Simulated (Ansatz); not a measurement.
# The potential step between two gates: arsenene bilayer, AB

Two oppositely charged gates put a neutral stack in a displacement field D. The voltage between them is D/ε₀ times an electrical distance, shorter than the real one because the stack screens.

Set-up. Ansatz 0.2.0, plane waves with PAW datasets (its set soft_2), PBE-D3(BJ); isolated slab, charged sheets 4.5 Å from the outer atoms behind model barriers, atoms held. Voltages count from the uncharged case.

```
  run  D/ε₀ (V/nm)  step in an electron's potential, upper less lower gate (eV)
run 1       −3.619                                                       −2.431
run 2       −1.810                                                       −1.216
run 3        0.000                                                        0.000
run 4        1.810                                                        1.216
run 5        3.619                                                        2.431
run 6        5.428                                                            ?
```

**Question.** What value belongs in the row marked “?”, and how far can the other rows tell?

A least-squares line through the 5 rows shown has slope 0.6718 and intercept 0.0000; no row lies more than 0.001 eV off it. The size of the slope, 0.672 nm, is the electrical distance; the sheets are 1.393 nm apart, and screening reaches beyond the outer atoms. At 5.428 it gives 0.6718 × 5.428 + 0.0000 = 3.647 eV, beyond the rows fitted. Rounding and scatter of the rows alone allow about ±0.001 eV there.

The run itself gives 3.646 eV: a miss of −0.001 eV, or 0.0 % of the value. Screening stays linear to within 1 % over this range.

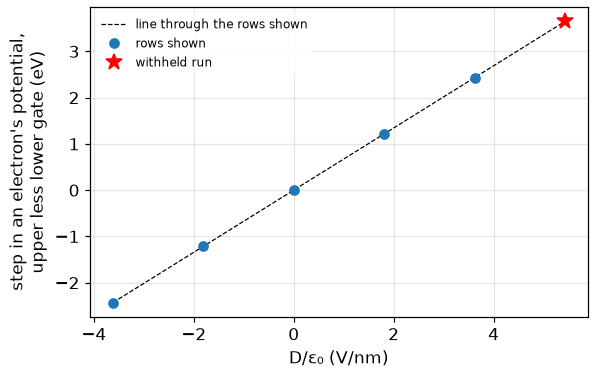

The fit and the withheld run.

Caveats: The gates are model sheets, not atoms.

[Logs are printed without paths, hosts, clocks, repeated set-up lines and the standing remarks that a program may print on its own settings, such as how far it seeks lower states.]
